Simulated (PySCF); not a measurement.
**C2H3O2, doublet, SMILES `[CH2]OC=O`: what the electrons do**

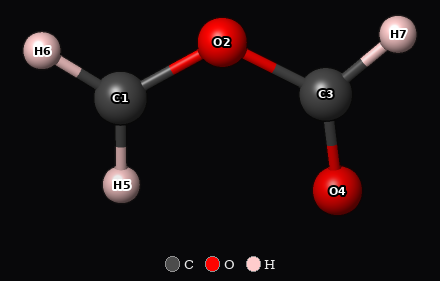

The molecule, with its atoms numbered as below. No frequency check shows the geometry to be a minimum.

Cartesian coordinates (Å):

```
C1       1.3913    0.4323    0.0000
O2       0.5746   -0.6235    0.0000
C3      -0.7562   -0.4489    0.0000
O4      -1.3233    0.6109    0.0000
H5       0.9829    1.4264    0.0000
H6       2.4377    0.2075    0.0000
H7      -1.2415   -1.4337    0.0000
```

## 1. Bonding charge

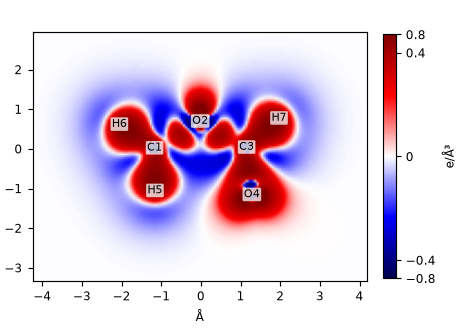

Deformation density (molecule less spherical, spin-averaged free atoms) in the molecular plane; colour scale in e/Å³, logarithmic beyond ±0.1; red: gain, blue: loss.

Level of theory: B3LYP/aug-cc-pVDZ (PySCF), at a geometry from GFN2-xTB. The stability of the open-shell solution wasn't checked. GFN2-xTB doesn't know the spin state, so this open-shell geometry is rough.

Question: Describe the bonding that the map shows.

Answer: C3–H7: +0.79 e/Å³ at the bond critical point (bond length 1.10 Å). C1–H6: +0.78 e/Å³ at the bond critical point (bond length 1.07 Å). C1–H5: +0.78 e/Å³ at the bond critical point (bond length 1.07 Å). C3–O4: +0.63 e/Å³ at the bond critical point (bond length 1.20 Å). O2–C3: +0.17 e/Å³ at the bond critical point (bond length 1.34 Å). C1–O2: +0.08 e/Å³ at the bond critical point (bond length 1.33 Å); up to 0.6 Å beside the axis the gain reaches +0.37 e/Å³. In all, 1.6 electrons gather in the regions of gain relative to the promolecule. A small or negative value marks a very polar bond, one between electron-rich atoms, whose free-atom densities already overlap strongly, a long bond to a heavier atom, or a closed-shell contact such as a hydrogen bond.

Question: Where do the Hirshfeld charges lie?

Answer: The highest Hirshfeld charge is on C3 (+0.18 e), the lowest on O4 (−0.25 e).

```json
{"atom": "C1", "charge (e)": "−0.01"}
{"atom": "O2", "charge (e)": "−0.08"}
{"atom": "C3", "charge (e)": "+0.18"}
{"atom": "O4", "charge (e)": "−0.25"}
{"atom": "H5", "charge (e)": "+0.04"}
{"atom": "H6", "charge (e)": "+0.05"}
{"atom": "H7", "charge (e)": "+0.07"}
```

## 2. Bond critical points

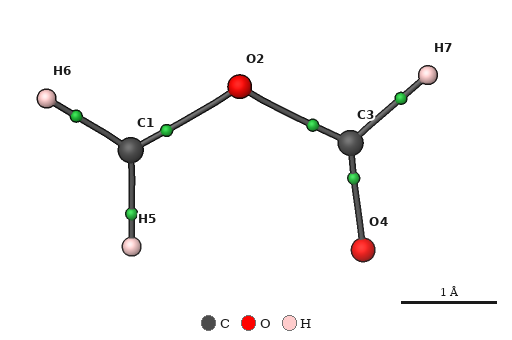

Molecular graph of the electron density (QTAIM): bond paths, bond critical points (green), ring points (magenta, if any); weak paths are dashed.

Question: How many critical points of each kind are there, and does the count close?

Answer: 7 nuclei, 6 bond, 0 ring and 0 cage critical points: 7 − 6 + 0 − 0 = 1, as the Poincaré–Hopf relation requires.

Question: Tabulate density, Laplacian, ellipticity and energy density at the bond critical points (atomic units).

Answer:
```json
{"bond": "C3–O4", "length (Å)": "1.202", "ρ (a.u.)": "0.419", "∇²ρ (a.u.)": "+0.38", "ε": "0.09", "H (a.u.)": "−0.736"}
{"bond": "O2–C3", "length (Å)": "1.342", "ρ (a.u.)": "0.295", "∇²ρ (a.u.)": "−0.39", "ε": "0.03", "H (a.u.)": "−0.465"}
{"bond": "C1–H6", "length (Å)": "1.070", "ρ (a.u.)": "0.292", "∇²ρ (a.u.)": "−1.16", "ε": "0.08", "H (a.u.)": "−0.328"}
{"bond": "C1–H5", "length (Å)": "1.075", "ρ (a.u.)": "0.290", "∇²ρ (a.u.)": "−1.15", "ε": "0.07", "H (a.u.)": "−0.325"}
{"bond": "C3–H7", "length (Å)": "1.098", "ρ (a.u.)": "0.285", "∇²ρ (a.u.)": "−1.13", "ε": "0.05", "H (a.u.)": "−0.312"}
{"bond": "C1–O2", "length (Å)": "1.335", "ρ (a.u.)": "0.285", "∇²ρ (a.u.)": "+0.12", "ε": "0.13", "H (a.u.)": "−0.437"}
```

Question: What kind of interaction is C1–H6?

Answer: Shared-shell (covalent): ρ = 0.292, ∇²ρ = −1.16, H = −0.328 a.u.

## 3. Local ionisation energy

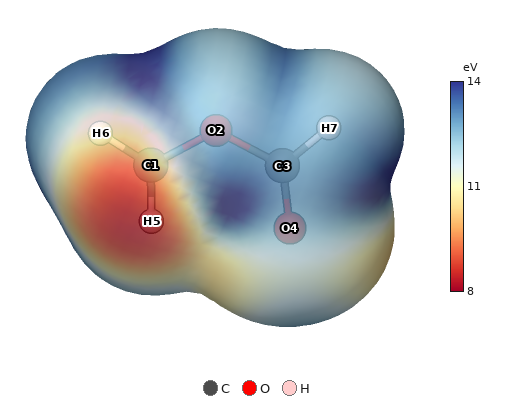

Average local ionisation energy on the surface of electron density 0.001 a.u.

Question: Locate the minima of the map.

Answer: The lowest value is 8.2 eV, off the molecular plane, over C1 (2.0 Å), and at like points elsewhere. Further minima include 10.2 eV, 1.8 Å from O4; 11.9 eV, 1.3 Å from H7; 12.1 eV, 1.8 Å from O2, and at like points elsewhere. For comparison, the highest occupied orbital lies at −5.8 eV.

## 4. Spin density

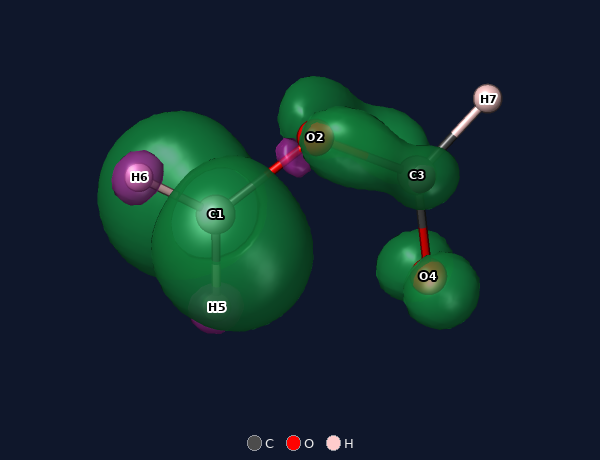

Spin density ρα − ρβ at ±0.03 e/Å³ (green: excess α, purple: excess β).

Question: Where is the unpaired spin?

Answer: Hirshfeld spin populations: C1 +0.67, O2 +0.10, C3 +0.06, O4 +0.06 and H5 +0.05. ⟨S²⟩ = 0.75, as for a pure state.

## 5. Removing or adding an electron

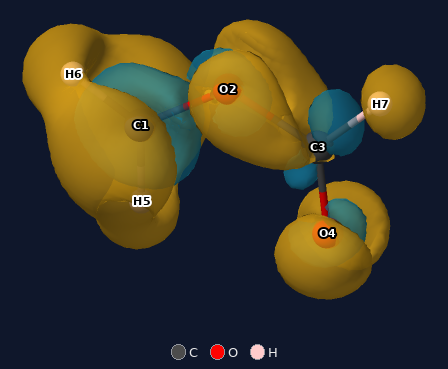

Fukui function f⁻ = ρ(N) − ρ(N−1) at fixed geometry, surfaces at ±0.03 e/Å³ (yellow positive, teal negative).

Computed with PySCF, BLYP/def2-SVP, geometry: GFN2-xTB. GFN2-xTB doesn't know the spin state, so this open-shell geometry is rough.

Question: On which atoms does the density change most on removal of an electron?

Answer: f⁻ (Hirshfeld-condensed) is largest on C1 (0.35); the vertical ionisation energy is 8.30 eV (to the singlet cation, which needn't be its lowest state). Condensed values hint at sites of electrophilic attack but needn't mark the atom that reacts. Orbital relaxation makes it negative in places (0.17 e in all).

The PySCF runs shown took 13 s and 17 s on 1 thread of Intel(R) Xeon(R) Platinum 8488C (Sapphire Rapids) (shared host).
